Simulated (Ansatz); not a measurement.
## CH6GaNSi: geometry relaxation (part 1 of 2)

- system: CH6GaNSi
- method: RKS PBE/def2-SVP (Ansatz 0.2.0)

It belongs to a series of runs on one base structure; here: start relaxed.

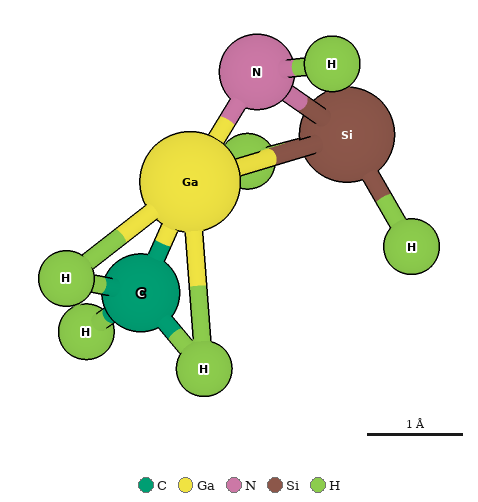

**Figure 1.** The structure as given in the input (ball-and-stick view, seen at a tilt). Sticks mark near contacts.

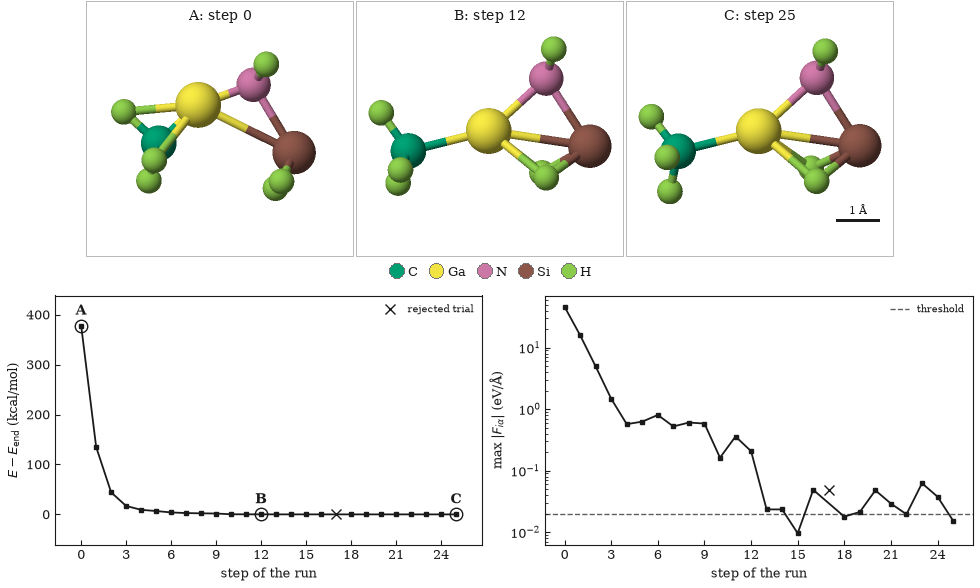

**Figure 2.** Frames of the relaxation (ball-and-stick view, seen at a tilt) above the curves, on which the letters mark them (the first geometry is step 0 here and step 1 in the log).

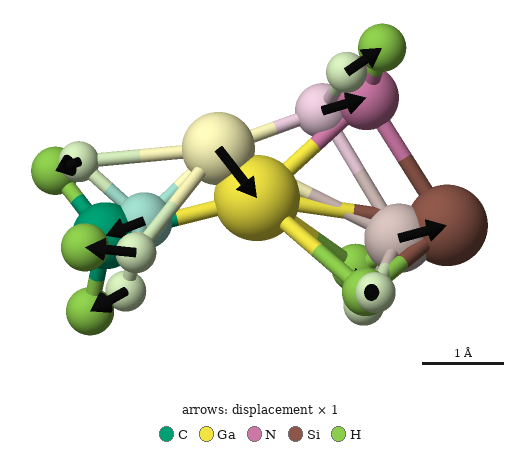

**Figure 3.** Start (faint) and end (solid) with the displacements as black arrows, at true length (ball-and-stick view, seen at a tilt). The two geometries are laid on each other by the best rigid fit. The energy falls by 377.9 kcal/mol in 25 geometry steps. Largest force component: 46 eV/Å at the start, 0.015 eV/Å at the end. The line search rejected the trial step at point 17 (counted from 0) and went back. The largest move after the best rigid fit is that of Ga2, 0.78 Å. Largest moves by element: Ga 0.78 Å, H 0.64 Å, Si 0.63 Å, N 0.58 Å, C 0.52 Å. Among the contacts that change: Ga2–H9 2.994 → 1.953 Å, Ga2–H10 2.854 → 2.000 Å, Ga2–H7 1.751 → 2.556 Å, C1–Ga2 1.293 → 1.952 Å. Bonds break: Ga2–H7 (1.75 → 2.56 Å). Among the angles that change: C1–Ga2–Si4 109.4° → 157.9°, Ga2–Si4–H9 91.9° → 53.8°, Ga2–Si4–H10 88.6° → 55.3°. (Atoms are counted from 1 in the order of the input.)

These pictures come from the run below.

## Input
```yaml
crystal:
  periodic: [false, false, false]
  atoms:
    - { symbol: C, position_ang: [-0.6538, 0.5907, -1.0013] }
    - { symbol: Ga, position_ang: [-0.4388, -0.5695, -0.4733] }
    - { symbol: "N", position_ang: [-0.0635, -1.4455, 0.5629] }
    - { symbol: Si, position_ang: [0.967, -0.2998, 1.6002] }
    - { symbol: H, position_ang: [0.206, 0.9239, -1.5983] }
    - { symbol: H, position_ang: [-1.1377, 1.5446, -0.5209] }
    - { symbol: H, position_ang: [-1.4205, 0.1984, -1.7037] }
    - { symbol: H, position_ang: [0.7057, -2.0652, 0.1225] }
    - { symbol: H, position_ang: [-0.0144, 0.7217, 2.1948] }
    - { symbol: H, position_ang: [1.9331, 0.3495, 0.8201] }
basis:
  gaussian: { orbitals: def2-SVP }
hamiltonian:
  xc: pbe
relax:
  f_tol: 0.02
  max_steps: 40
scf:
  lower_state_search: "off"
```

Run as:
```bash
ansatz run input.yaml --threads 4 --pin off --max-ram 5120MiB --backend cpu --events-out ev --progress --plain --runs-dir out
```

## Log
```
The last accepted step is kept in [file] (removed where the run ends without a failure and the disk answers)
Engine: ansatz 0.2.0, aarch64-unknown-linux-gnu
Functional definition: PBE
  parameter kappa = 0.804
  parameter beta = 0.06672455060314922
  exchange = pbe_x(kappa = kappa, mu = beta*pi^2/3)
  correlation = pbe_c(beta = beta)
these checks for a lower state are left out or cut short: stability, starts, cluster_reference, orbital_swaps, neighbouring_geometries, increment
1229 factors; their error is unknown
mean field evaluation 1: about -62815.0222 eV, gradient 1.0e2 eV
mean field evaluation 2: about -62746.1002 eV, gradient 1.7e2 eV
mean field evaluation 4: about -62836.1023 eV, gradient 1.4e1 eV
mean field evaluation 8: about -62836.5350 eV, gradient 6.2e-1 eV
mean field evaluation 16: about -62836.4676 eV, gradient 8.3e-4 eV
mean field -62836.46756664 eV, -2309.1975909867 hartree, gradient 2.7e-6 eV, S^2 0.000000; 0 other end points of the search recorded, 0 dependent functions left out
the calculation of the forces begins
reference -62836.46760554 eV, -2309.1975924160 hartree; 32, 32 occupied and 76, 76 virtual orbitals, 1229 factors
relax step   1: F+E_penalty+E_count = -62836.46756664 eV  Δ(F+E_penalty+E_count) = +0.000e0 eV  max|allowed force component| = 4.598e1 eV/Å  Δτ_max = 0.0000 Å  (19 SCF iters, accepted)
these checks for a lower state are left out or cut short: stability, starts, cluster_reference, orbital_swaps, neighbouring_geometries, increment
1229 factors; their error is unknown
mean field -62846.99997096 eV, -2309.5846497062 hartree, gradient 1.4e-6 eV, S^2 0.000000; 0 other end points of the search recorded, 0 dependent functions left out
[... from here on the field's lines of each further geometry are left out, up to the last ...]
relax step   2: F+E_penalty+E_count = -62846.99997096 eV  Δ(F+E_penalty+E_count) = -1.053e1 eV  max|allowed force component| = 1.587e1 eV/Å  Δτ_max = 0.1948 Å  (27 SCF iters, accepted)
relax step   3: F+E_penalty+E_count = -62850.94233721 eV  Δ(F+E_penalty+E_count) = -3.942e0 eV  max|allowed force component| = 4.937e0 eV/Å  Δτ_max = 0.1958 Å  (27 SCF iters, accepted)
relax step   4: F+E_penalty+E_count = -62852.12192873 eV  Δ(F+E_penalty+E_count) = -1.180e0 eV  max|allowed force component| = 1.474e0 eV/Å  Δτ_max = 0.1950 Å  (29 SCF iters, accepted)
relax step   5: F+E_penalty+E_count = -62852.45784993 eV  Δ(F+E_penalty+E_count) = -3.359e-1 eV  max|allowed force component| = 5.702e-1 eV/Å  Δτ_max = 0.1968 Å  (26 SCF iters, accepted)
relax step   6: F+E_penalty+E_count = -62852.56345912 eV  Δ(F+E_penalty+E_count) = -1.056e-1 eV  max|allowed force component| = 6.263e-1 eV/Å  Δτ_max = 0.1845 Å  (27 SCF iters, accepted)
relax step   7: F+E_penalty+E_count = -62852.68478280 eV  Δ(F+E_penalty+E_count) = -1.213e-1 eV  max|allowed force component| = 8.041e-1 eV/Å  Δτ_max = 0.1949 Å  (26 SCF iters, accepted)
relax step   8: F+E_penalty+E_count = -62852.73936226 eV  Δ(F+E_penalty+E_count) = -5.458e-2 eV  max|allowed force component| = 5.231e-1 eV/Å  Δτ_max = 0.1955 Å  (25 SCF iters, accepted)
relax step   9: F+E_penalty+E_count = -62852.76271113 eV  Δ(F+E_penalty+E_count) = -2.335e-2 eV  max|allowed force component| = 6.052e-1 eV/Å  Δτ_max = 0.1372 Å  (20 SCF iters, accepted)
relax step  10: F+E_penalty+E_count = -62852.77975165 eV  Δ(F+E_penalty+E_count) = -1.704e-2 eV  max|allowed force component| = 5.828e-1 eV/Å  Δτ_max = 0.1858 Å  (19 SCF iters, accepted)
relax step  11: F+E_penalty+E_count = -62852.84300126 eV  Δ(F+E_penalty+E_count) = -6.325e-2 eV  max|allowed force component| = 1.626e-1 eV/Å  Δτ_max = 0.0907 Å  (19 SCF iters, accepted)
relax step  12: F+E_penalty+E_count = -62852.84833796 eV  Δ(F+E_penalty+E_count) = -5.337e-3 eV  max|allowed force component| = 3.590e-1 eV/Å  Δτ_max = 0.0738 Å  (20 SCF iters, accepted)
relax step  13: F+E_penalty+E_count = -62852.84940199 eV  Δ(F+E_penalty+E_count) = -1.064e-3 eV  max|allowed force component| = 2.075e-1 eV/Å  Δτ_max = 0.0405 Å  (20 SCF iters, accepted)
relax step  14: F+E_penalty+E_count = -62852.85269139 eV  Δ(F+E_penalty+E_count) = -3.289e-3 eV  max|allowed force component| = 2.348e-2 eV/Å  Δτ_max = 0.0212 Å  (20 SCF iters, accepted)
relax step  15: F+E_penalty+E_count = -62852.85286245 eV  Δ(F+E_penalty+E_count) = -1.711e-4 eV  max|allowed force component| = 2.345e-2 eV/Å  Δτ_max = 0.0214 Å  (20 SCF iters, accepted)
relax step  16: F+E_penalty+E_count = -62852.85299143 eV  Δ(F+E_penalty+E_count) = -1.290e-4 eV  max|allowed force component| = 9.612e-3 eV/Å  Δτ_max = 0.0152 Å  (21 SCF iters, accepted)
relax step  17: F+E_penalty+E_count = -62852.85304896 eV  Δ(F+E_penalty+E_count) = -5.754e-5 eV  max|allowed force component| = 4.878e-2 eV/Å  Δτ_max = 0.0542 Å  (20 SCF iters, accepted)
relax step  18: F+E_penalty+E_count = -62852.85293407 eV  Δ(F+E_penalty+E_count) = +1.149e-4 eV  max|allowed force component| = 4.809e-2 eV/Å  Δτ_max = 0.0155 Å  (21 SCF iters, rejected (line search))
relax step  19: F+E_penalty+E_count = -62852.85329591 eV  Δ(F+E_penalty+E_count) = -2.469e-4 eV  max|allowed force component| = 1.790e-2 eV/Å  Δτ_max = 0.0077 Å  (21 SCF iters, accepted)
relax step  20: F+E_penalty+E_count = -62852.85348912 eV  Δ(F+E_penalty+E_count) = -1.932e-4 eV  max|allowed force component| = 2.133e-2 eV/Å  Δτ_max = 0.0371 Å  (20 SCF iters, accepted)
relax step  21: F+E_penalty+E_count = -62852.85360115 eV  Δ(F+E_penalty+E_count) = -1.120e-4 eV  max|allowed force component| = 4.788e-2 eV/Å  Δτ_max = 0.0475 Å  (19 SCF iters, accepted)
relax step  22: F+E_penalty+E_count = -62852.85375006 eV  Δ(F+E_penalty+E_count) = -1.489e-4 eV  max|allowed force component| = 2.918e-2 eV/Å  Δτ_max = 0.0055 Å  (15 SCF iters, accepted)
relax step  23: F+E_penalty+E_count = -62852.85400996 eV  Δ(F+E_penalty+E_count) = -2.599e-4 eV  max|allowed force component| = 1.955e-2 eV/Å  Δτ_max = 0.0379 Å  (20 SCF iters, accepted)
relax step  24: F+E_penalty+E_count = -62852.85406924 eV  Δ(F+E_penalty+E_count) = -5.928e-5 eV  max|allowed force component| = 6.248e-2 eV/Å  Δτ_max = 0.0675 Å  (20 SCF iters, accepted)
the calculation of the forces begins
reference -62852.85427238 eV, -2309.7997913152 hartree; 32, 32 occupied and 76, 76 virtual orbitals, 1229 factors
relax step  25: F+E_penalty+E_count = -62852.85423092 eV  Δ(F+E_penalty+E_count) = -1.617e-4 eV  max|allowed force component| = 3.774e-2 eV/Å  Δτ_max = 0.0088 Å  (21 SCF iters, accepted)
these checks for a lower state are left out or cut short: stability, starts, cluster_reference, orbital_swaps, neighbouring_geometries, increment
1229 factors; their error is unknown
mean field -62852.85440065 eV, -2309.7997960291 hartree, gradient 2.6e-6 eV, S^2 0.000000; 0 other end points of the search recorded, 0 dependent functions left out
the calculation of the forces begins
reference -62852.85444209 eV, -2309.7997975518 hartree; 32, 32 occupied and 76, 76 virtual orbitals, 1229 factors
relax step  26: F+E_penalty+E_count = -62852.85440065 eV  Δ(F+E_penalty+E_count) = -1.697e-4 eV  max|allowed force component| = 1.542e-2 eV/Å  Δτ_max = 0.0058 Å  (21 SCF iters, accepted)
Total energy: -62852.85444209 eV, -2309.7997975518 hartree
Atom 0 at    -0.840137     0.942005    -1.338368 Å, force    -0.002753    -0.002596     0.002043 eV/Å
Atom 1 at    -0.037960    -0.158971     0.059123 Å, force     0.007817    -0.007061     0.015418 eV/Å
Atom 2 at     0.268652    -1.803249     0.869666 Å, force     0.006354     0.008009    -0.001122 eV/Å
Atom 3 at     1.205965    -0.672335     2.050239 Å, force    -0.008443    -0.009445    -0.009302 eV/Å
Atom 4 at    -0.093060     1.092658    -2.141616 Å, force     0.009125     0.000459    -0.008493 eV/Å
Atom 5 at    -1.125163     1.927013    -0.924812 Å, force    -0.000957     0.011311     0.003708 eV/Å
Atom 6 at    -1.730867     0.439141    -1.759456 Å, force    -0.008082    -0.006721    -0.001642 eV/Å
Atom 7 at     0.839688    -2.509199     0.385455 Å, force    -0.002430     0.000318     0.002769 eV/Å
Atom 8 at    -0.119948     0.302594     1.955061 Å, force     0.000123     0.000745    -0.002411 eV/Å
Atom 9 at     1.715930     0.389143     0.847708 Å, force    -0.000753     0.004981    -0.000968 eV/Å
Dipole moment:    -0.163479     0.224954    -0.653084 e Å
Checks for a lower state left out: stability, starts, cluster_reference, orbital_swaps, neighbouring_geometries, increment
```

## Trajectory as extended XYZ (Å, eV, eV/Å), 26 frames, from step=1 to step=26
```
10
Properties=species:S:1:pos:R:3:forces:R:3 step=1 energy=-62836.46757
C    -0.6538    0.5907   -1.0013  -10.7353  45.9803 -21.9406
Ga   -0.4388   -0.5695   -0.4733    1.4015 -27.1514   3.3267
N    -0.0635   -1.4455    0.5629    9.9938 -19.4323  17.7328
Si    0.9670   -0.2998    1.6002   -0.4372  -1.6266   4.3773
H     0.2060    0.9239   -1.5983   -0.0639   0.5822  -0.4902
H    -1.1377    1.5446   -0.5209    0.7941  -1.3690  -0.8462
H    -1.4205    0.1984   -1.7037   -0.5905   1.8400  -1.4424
H     0.7057   -2.0652    0.1225   -1.5690  -0.3396   1.8759
H    -0.0144    0.7217    2.1948    0.0355  -0.0012  -0.6878
H     1.9331    0.3495    0.8201    1.1710   1.5177  -1.9056
10
Properties=species:S:1:pos:R:3:forces:R:3 step=2 energy=-62846.99997
C    -0.7110    0.7119   -1.0857   -4.5179  15.8684  -8.1617
Ga   -0.4373   -0.6264   -0.4605    0.1995  -8.9074   1.0894
N     0.0197   -1.5828    0.6732    4.2259  -7.2044   7.2239
Si    0.9984   -0.3473    1.6939    0.1829  -0.8685   2.4448
H     0.1793    0.9985   -1.6474    0.2040   0.4961  -0.5902
H    -1.1456    1.5887   -0.5614    0.1412  -0.1906  -0.1633
H    -1.4568    0.2740   -1.7650   -0.6322   1.4282  -1.3264
H     0.7278   -2.1519    0.1880   -0.0554  -1.1055   0.9630
H    -0.0129    0.7159    2.1711   -0.0092  -0.2145  -0.5504
H     1.9214    0.3683    0.7969    0.2611   0.6982  -0.9290
10
Properties=species:S:1:pos:R:3:forces:R:3 step=3 energy=-62850.94234
C    -0.7837    0.8109   -1.1741   -1.5641   4.9368  -3.7646
Ga   -0.4380   -0.6477   -0.4245    0.4432  -3.3630   1.6711
N     0.1324   -1.6495    0.8039    1.5428  -2.3535   2.0896
Si    1.1053   -0.4140    1.8437    0.0346   0.0811   0.3727
H     0.1495    1.0583   -1.7160   -0.1239   0.3394  -0.2084
H    -1.1583    1.6575   -0.5973   -0.1616   0.2902   0.1407
H    -1.5222    0.4009   -1.8841   -0.3479   1.0333  -0.6845
H     0.7599   -2.2865    0.3022    0.1278  -0.8093   0.6051
H    -0.0316    0.6243    2.0839    0.0934  -0.2505  -0.1665
H     1.8697    0.3947    0.7651   -0.0443   0.0955  -0.0552
10
Properties=species:S:1:pos:R:3:forces:R:3 step=4 energy=-62852.12193
C    -0.8432    0.8640   -1.2537   -0.3408   1.2509  -1.4737
Ga   -0.4359   -0.6745   -0.3724    0.2291  -1.0046   0.9742
N     0.2201   -1.7170    0.8908    0.5276  -0.6726   0.3357
Si    1.1565   -0.4174    1.8913    0.0346   0.1034  -0.1120
H     0.1253    1.1002   -1.7512   -0.2495   0.2561  -0.0503
H    -1.1787    1.6946   -0.6170   -0.1055   0.1137  -0.0148
H    -1.5806    0.5379   -2.0099   -0.1144   0.5830  -0.1810
H     0.7895   -2.4201    0.3971    0.0494  -0.3316   0.5414
H    -0.0394    0.5713    2.0649    0.0712  -0.2533  -0.1298
H     1.8695    0.4097    0.7632   -0.1017  -0.0451   0.1103
10
Properties=species:S:1:pos:R:3:forces:R:3 step=5 energy=-62852.45785
C    -0.8774    0.8973   -1.3182    0.0530   0.2340  -0.3374
Ga   -0.4087   -0.6713   -0.3071    0.2369  -0.0848   0.5116
N     0.2774   -1.7536    0.9679    0.2874  -0.5153  -0.5702
Si    1.2229   -0.4227    1.9047   -0.1436   0.0518   0.0025
H     0.0852    1.1925   -1.7936   -0.1613   0.0726   0.0410
H    -1.2168    1.7068   -0.6437   -0.0356  -0.0474  -0.0796
H    -1.6190    0.6655   -2.1070   -0.0073   0.0828   0.1001
H     0.8016   -2.5478    0.5462   -0.2383   0.2161   0.4359
H    -0.0552    0.4648    1.9958    0.0478   0.0177  -0.0520
H     1.8732    0.4173    0.7580   -0.0390  -0.0275  -0.0518
10
Properties=species:S:1:pos:R:3:forces:R:3 step=6 energy=-62852.56346
C    -0.8389    0.9219   -1.3252   -0.0674  -0.1183  -0.1227
Ga   -0.2799   -0.6138   -0.2545    0.1712   0.6263   0.2260
N     0.2899   -1.7839    0.9798   -0.0762  -0.5011  -0.2923
Si    1.2372   -0.4313    1.9005    0.0616   0.0588   0.0930
H     0.0661    1.3177   -1.8307   -0.0343  -0.0538   0.0724
H    -1.2478    1.7023   -0.6531    0.0365  -0.0950   0.0100
H    -1.5902    0.6366   -2.0835   -0.0302   0.0150  -0.0173
H     0.7738   -2.6247    0.6333   -0.0415   0.0533   0.1894
H    -0.0592    0.4394    1.9925   -0.0135  -0.0172  -0.0953
H     1.7320    0.3844    0.6439   -0.0064   0.0321  -0.0632
10
Properties=species:S:1:pos:R:3:forces:R:3 step=7 energy=-62852.68478
C    -0.8265    0.9363   -1.3374    0.0310  -0.2529   0.0408
Ga   -0.1387   -0.5042   -0.1767   -0.1172   0.8041  -0.0952
N     0.2815   -1.8136    0.9850   -0.1973  -0.2195  -0.1055
Si    1.2488   -0.4544    1.9039    0.2446  -0.1559   0.3693
H     0.0432    1.3873   -1.8609   -0.0944  -0.0800   0.0600
H    -1.2726    1.6972   -0.6650    0.0645  -0.0620   0.0023
H    -1.5864    0.6052   -2.0695    0.0487  -0.0612  -0.0109
H     0.7445   -2.6759    0.6842    0.1022  -0.0485   0.0084
H    -0.0646    0.4051    1.9515   -0.0731   0.0390  -0.1255
H     1.6539    0.3657    0.5881   -0.0090   0.0370  -0.1436
```
